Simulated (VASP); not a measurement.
Band structure of Pb (fcc). Level of theory: optB86b-vdW, VASP's PBE PAW potentials (set 64) (plane waves; VASP 6.6.1).

Unless said otherwise, spin-orbit coupling is left out, though it shifts the bands of the heavy elements here.

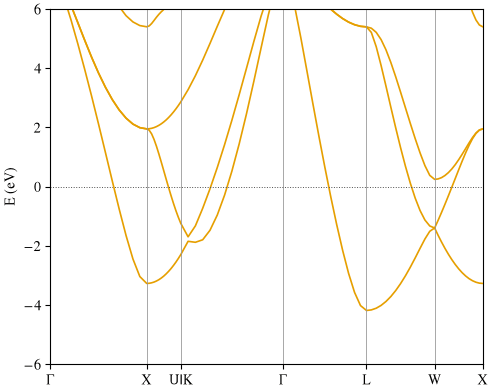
Fig. 1. Bands along high-symmetry lines, zero at the valence-band maximum or, without a gap, the Fermi level

Task: Read the plot: is there a gap, and where are the band edges?

Result: It has no gap at this level: it comes out as a metal or semimetal. (Edges off the drawn lines would not show.)

The compound is Pb in the fcc structure. It was relaxed first.
